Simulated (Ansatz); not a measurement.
# Na2Zr (built on the sites of a database entry of ZrAg2): phonons and vibrational spectra, part 2 of 2

Task: relax Na2Zr (built on the sites of a database entry of ZrAg2), then find its harmonic phonons.

Ansatz 0.2.0; DFT PBEsol, scalar-relativistic, plane waves, PAW.

So far: The starting structure; Relaxation, k-mesh 14×14×14.

The structure was built from a prototype and need not be the compound's stable phase.

## 2. Relaxation, k-mesh 14×14×14 (continued)

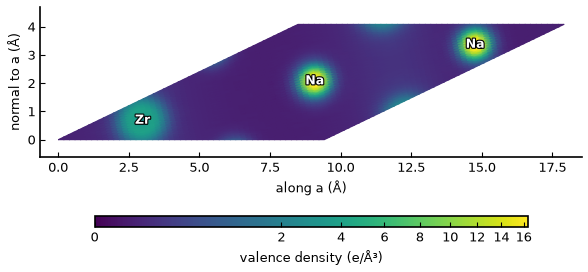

Valence density in the ab plane of the cell as run, not the conventional one, at fractional z = 1.000, with atoms of Zr and Na within 0.2 Å of it. It is the smooth field of the valence electrons, not physical close to the nuclei. The map starts off the cell's origin, so that atoms lie inside it. The colour scale is stretched toward low values.

In this step the volume went from 22.77 to 26.88 Å³/atom.

## 3. Bringing the structure to rest, k-mesh 16×16×16

The relaxation is repeated from its end, on the mesh and smearing that suit the cell and gap now reached.

Contents of input.yaml:

```yaml
crystal:
  lattice:
    - [-1.4812035016, 1.4812035016, 9.1873495671]
    - [1.4812035016, -1.4812035016, 9.1873495671]
    - [1.4812035016, 1.4812035016, -9.1873495671]
  atoms:
    - { symbol: Zr, position: [0.0, 0.0, 0.0] }
    - { symbol: Na, position: [0.6584702364, 0.6584702364, 0.0] }
    - { symbol: Na, position: [0.3415297636, 0.3415297636, 0.0] }
kpoints:
  mp_grid: { grid: [16, 16, 16] }
hamiltonian:
  xc: pbesol
scf:
  occupations: { method: gaussian, width: 0.1 }
output:
  forces: true
  stress: true
  eigenvalues: true
  write_density: true
  write_potential: true
  elf: true
  volumetric_format: npy
relax:
  adjacent_minimum: "off"
  f_tol: 0.005
  max_steps: 80
  cell: { stress_tol: 0.05 }
```

Command:

```bash
$ ansatz run input.yaml --threads 8 --pin off --max-ram 14336MiB --backend cpu --events-out ev --progress --plain --runs-dir out
```

Numbers of over 12 decimals in the logs are rounded to 6 here.

What it wrote:

```text
[...]
--- Relaxed structure (2 steps of the walk, 2 accepted, 1 SCFs on fresh bases) ---
[...]
cell:  # Å, volume = 80.6533 Å³
    - [-1.481874, 1.481874, 9.182044]
    - [1.481874, -1.481874, 9.182044]
    - [1.481874, 1.481874, -9.182044]
  atoms:
    - { symbol: Zr, position: [0, 0, 0] }
    - { symbol: Na, position: [0.658271, 0.658271, 0] }
    - { symbol: Na, position: [0.341729, 0.341729, 0] }
[key lines of the parts left out:]
SCF converged after 5 iterations
Free energy (F): -7078.970539 eV
Fermi energy:    5.947449 eV
P = ⅓ Tr σ = 0.0085 GPa (0.085 kbar)
```

Wall time 11 s (8 threads of Arm Neoverse V2, shared host); peak memory 0.79 GiB; 82 s of CPU time.

Little changed from the start: no atom moved by 0.005 Å and no cell edge by 0.1 %.

Numbers from this step:

| Quantity | Value |
| --- | --- |
| pressure | 0.008542 GPa |

In this step the volume went from 26.88 to 26.88 Å³/atom.

## 4. Tight relaxation

Phonons need a cell at rest on their own settings, so the relaxation is repeated with tight tolerances on forces and stress on the k mesh and occupations of the first response run.

Contents of input.yaml:

```yaml
crystal:
  lattice:
    - [-1.4818741085, 1.4818741085, 9.1820439364]
    - [1.4818741085, -1.4818741085, 9.1820439364]
    - [1.4818741085, 1.4818741085, -9.1820439364]
  atoms:
    - { symbol: Zr, position: [0.0, 0.0, 0.0] }
    - { symbol: Na, position: [0.6582713258, 0.6582713258, 0.0] }
    - { symbol: Na, position: [0.3417286742, 0.3417286742, 0.0] }
kpoints:
  mp_grid: { grid: [16, 16, 16] }
hamiltonian:
  xc: pbesol
scf:
  occupations: { method: methfessel_paxton, width: 0.15 }
output:
  forces: true
  stress: true
  eigenvalues: true
relax:
  adjacent_minimum: "off"
  f_tol: 0.001
  max_steps: 60
  cell: { stress_tol: 0.01 }
```

What it wrote:

```text
[...]
Crystal: 3 atoms, lattice volume = 80.653 Å³
Basis set: ecut = 420 eV, 1531 PW (Γ), FFT grids on a1+a3, a2+a3, a3, exchange–correlation on 40×40×128 points (8 copies of the dense FFT grid, shifted against one another)
Bands: 19, of which v1, the nominal top of the filled ones, is band 15 counted from 1 (14 counted from 0)
Symmetry: 16 space group operations
[...]
--- Relaxed structure (3 steps of the walk, 2 accepted, 1 SCFs on fresh bases) ---
[...]
cell:  # Å, volume = 80.6171 Å³
    - [-1.481738, 1.481738, 9.179618]
    - [1.481738, -1.481738, 9.179618]
    - [1.481738, 1.481738, -9.179618]
  atoms:
    - { symbol: Zr, position: [0, 0, 0] }
    - { symbol: Na, position: [0.658405, 0.658405, 0] }
    - { symbol: Na, position: [0.341595, 0.341595, 0] }
[key lines of the parts left out:]
SCF converged after 4 iterations
Free energy (F): -7078.962448 eV
Fermi energy:    5.949565 eV
P = ⅓ Tr σ = -0.0017 GPa (-0.017 kbar)
```

Wall time 12 s (8 threads); peak memory 0.77 GiB.

Little changed from the start: no atom moved by 0.005 Å and no cell edge by 0.1 %.

This step gave:

```yaml
pressure: -0.001665 GPa
volume_per_atom: 26.87 Å³
```

The largest force component left is 0.068 meV/Å and the pressure is -0.002 GPa, within the tolerances set. The cell now holds 26.87 Å³/atom.

## 5. Modes at Γ

The zone centre is the only wavevector solved here; it holds the modes that light can see, as far as symmetry allows. No field response is asked, since the mesh shows no gap.

input.yaml, the sections that differ from step 4:

```yaml
crystal:
  lattice:
    - [-1.4817379633, 1.4817379633, 9.1796179555]
    - [1.4817379633, -1.4817379633, 9.1796179555]
    - [1.4817379633, 1.4817379633, -9.1796179555]
  atoms:
    - { symbol: Zr, position: [0.0, 0.0, 0.0] }
    - { symbol: Na, position: [0.6584049466, 0.6584049466, 0.0] }
    - { symbol: Na, position: [0.3415950534, 0.3415950534, 0.0] }
output:
  eigenvalues: true
phonons:
  method: dfpt
# kpoints, hamiltonian, scf: as in step 4
# relax: removed
```

What it wrote:

```text
zone centre: on kpoints.mp_grid the ground state, and the responses unless they are solved on pairs of k-points, stand on 621 of the mesh's 4096 k-points, reduced under 4 symmetry operations, with k and −k counted as one. Each operation leaves every solved displacement unchanged or reverses it
[...]
Crystal: 3 atoms, lattice volume = 80.617 Å³
Basis set: ecut = 420 eV, 1531 PW (Γ), exchange–correlation on 128×128×128 points (8 copies of the dense FFT grid, shifted against one another)
Bands: 19, of which v1, the nominal top of the filled ones, is band 15 counted from 1 (14 counted from 0)
Symmetry: 16 space group operations
k-points: 621 of 4096 (irreducible under 4 space group operations, time reversal used)
[...]
SCF iter   1: F=—  HF=-7078.976895 eV  |F-HF|=—  |Δ(HF+E_count)|=         —  Δρ=4.94e-3  dr2=1.67e-1  ethr=1.77e-3  ⟨swp⟩=4.6  Hψ=45913  notcnv=0
[...]
SCF iter  11: F=-7078.962448 eV  HF=-7078.962448 eV  |F-HF|=0.00e0  |Δ(HF+E_count)|=  9.09e-13  S|Δr|=    0.00e0  Δρ=3.49e-8  dr2=1.75e-12  ethr=1.00e-12  ⟨swp⟩=5.0  Hψ=45190  notcnv=0
[...]
SCF 1 converged in 11 iterations: F = -7078.962448 eV  dr2 = 1.75e-12
[...]
DFPT response loops at Γ: preconditioner auto → Kerker (q_TF=auto, 2.314 Å⁻¹) (partly filled bands, converged f_vac=0.000); β = 1.00, the filter's whole step (`scf.mixing.beta` (0.50) is not read by the response loops under this deck's `scf.mixing.preconditioner`; to damp them name `kerker` or `kerker_dos`, under which they read `scf.mixing.beta`, and type it under 1.00, their step now; both keys bind the ground state too); Broyden in place of MSR1
SCF converged after 11 iterations
[...]
Free energy (F): -7078.962448 eV
[...]
Internal energy: -7078.960650 eV  (E = F + TS)
E sigma→0 (E₀):  -7078.961998 eV
Entropy (-TS):   -0.001798 eV (-0.599 meV/atom)
Fermi energy:    5.949565 eV
[...]
--- Band table (eV; the first three rows and the last of 621) ---
  k-point 0: bands = [... 11 lower, -18.4614, 1.5020, 3.2910, 3.8507, 4.6395, 5.5086, 9.0549, 9.4277]
  k-point 1: bands = [... 11 lower, -18.4608, 1.6781, 3.4563, 3.9391, 4.7993, 5.6152, 8.5670, 9.2272]
  k-point 2: bands = [... 11 lower, -18.4573, 2.1804, 3.9419, 4.1858, 5.2694, 5.9275, 8.1266, 8.7082]
  k-point 620: bands = [... 11 lower, -18.4615, 1.6606, 2.6484, 4.3712, 4.6394, 5.8396, 8.1728, 9.4278]
--- Phonons (Γ-DFPT): 4 representative perturbations + reference, on 621 of 4096 k-points (Σ response iterations 12) ---
  k mesh reduced under 4 symmetry operations, with k and −k counted as one. Each operation leaves every solved displacement unchanged or reverses it
  ASR residual: 1.189e-5 → 0.000e0 eV/Å²; symmetrization residual: 1.876e-6 eV/Å²
  ASR residual per site (eV/Å²): 1.19e-5 5.36e-6 5.36e-6
  Γ frequencies (cm⁻¹): 0.00 0.00 0.00 65.69 65.69 71.51 71.51 137.73 144.65
  non-analytic LO–TO correction: not included (Born effective charges unavailable; polar crystals: no LO–TO splitting at Γ)
```

The job ended after 2.9 min (8 threads; peak memory 3.2 GiB; 22 min of CPU time).

The column dr2 measures how far the density is from self-consistency, as an energy; F and HF (Harris–Foulkes) agree once it is small.

This step gave:

```yaml
sum_rule_residual_before_enforcement: 1.19e-5 eV/Å²
point_group: 4/mmm
highest_optical_mode_at_the_zone_centre_no_lo_to_term: 144.7 cm⁻¹
lowest_optical_zone_centre_mode: 65.69 cm⁻¹
```

Patterns of degenerate modes are one choice out of their space. Modes at Γ, with each element's share of the kinetic energy:

| mode | frequency (cm⁻¹) | symmetry | Zr % | Na % |
| --- | --- | --- | --- | --- |
| 1 | 0.0 | acoustic | 66 | 34 |
| 2 | 0.0 | acoustic | 66 | 34 |
| 3 | 0.0 | acoustic | 66 | 34 |
| 4 | 65.7 | Eg | 0 | 100 |
| 5 | 65.7 | Eg | 0 | 100 |
| 6 | 71.5 | Eu | 34 | 66 |
| 7 | 71.5 | Eu | 34 | 66 |
| 8 | 137.7 | A1g | 0 | 100 |
| 9 | 144.7 | A2u | 34 | 66 |

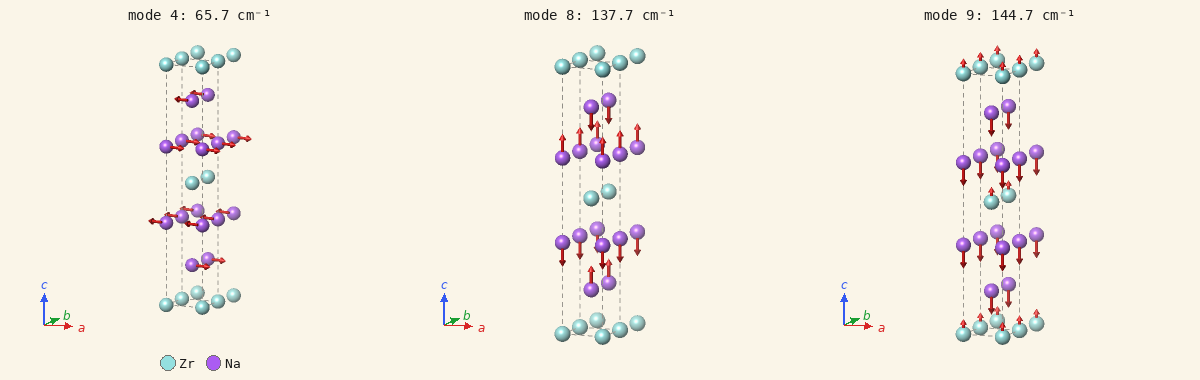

Displacement patterns of modes 4, 8 and 9 at Γ; arrows are exaggerated. 1×2×1 conventional cells are drawn. Some periodic images of atoms are drawn too.

Before it was imposed, the acoustic sum rule was missed by 1.2e-5 eV/Å². Small misses are needed for a sound result but don't prove that mesh and cutoff are converged. The lowest optical mode is real, 65.7 cm⁻¹.

## 6. Another isotope

An isotope changes the mass and not the force constants, so no new electronic calculation is needed; the shifts show which modes move this element.

The same force constants with the mass of Zr changed from 91.222 to 95.908 u (phonopy, no LO-TO term). Both lists are sorted by frequency; levels can cross, so a row need not hold one and the same mode. Modes under 3 cm⁻¹ are left out. Isotope shifts, by row:

| q | rank | natural mass (cm⁻¹) | changed mass (cm⁻¹) |
| --- | --- | --- | --- |
| 0 0 0 | 4 | 65.69 | 65.69 |
| 0 0 0 | 5 | 65.69 | 65.69 |
| 0 0 0 | 6 | 71.51 | 70.92 |
| 0 0 0 | 7 | 71.51 | 70.92 |
| 0 0 0 | 8 | 137.7 | 137.7 |
| 0 0 0 | 9 | 144.7 | 143.5 |

A mode of this element alone would shift by -2.47 %. The highest zone-centre frequency without the field goes from 144.7 to 143.5 cm⁻¹ (-0.8 %). The product of the frequency ratios over all optical modes at Γ is 0.975; the product rule, (m/m′)^(3k/2) (M′/M)^(3/2) with k = 1 such atoms and M the mass of the cell, gives 0.976.

## 7. Outcome

```json
{
 "space group after relaxation (within 0.01 Å)": "I4/mmm",
 "volume per atom": "26.9 Å³",
 "electronic character": "no gap on this mesh",
 "highest optical mode at the zone centre (no LO-TO term)": "145 cm⁻¹",
 "lowest optical zone-centre mode": "65.7 cm⁻¹",
 "imaginary modes at Γ (the only wavevector solved)": "none"
}
```

In words: The structure is stable against zone-centre distortions, since no mode there is imaginary; other wavevectors were not solved, so zone-boundary instabilities are untested. The optical modes at Γ span 66 to 145 cm⁻¹. No dispersion was computed. The highest mode in this list at Γ, 144.7 cm⁻¹, has its largest share on Na (66 % of the kinetic energy). With no gap, or one that is small against the smearing, the frequencies hang on the k mesh and the smearing, most of all near Kohn anomalies. The starting cell was built on a prototype and not taken from a measurement, so the phase need not exist. These are harmonic frequencies at zero temperature: anharmonic shifts, linewidths and thermal expansion are left out.

[Logs are printed without paths, hosts, clocks, repeated set-up lines and the standing remarks that a program may print on its own settings, such as how far it seeks lower states.]

[Hosts, paths, dates, database ids (printed as entryN), source tags and the programs' standing remarks are cut or masked in the printed files.]
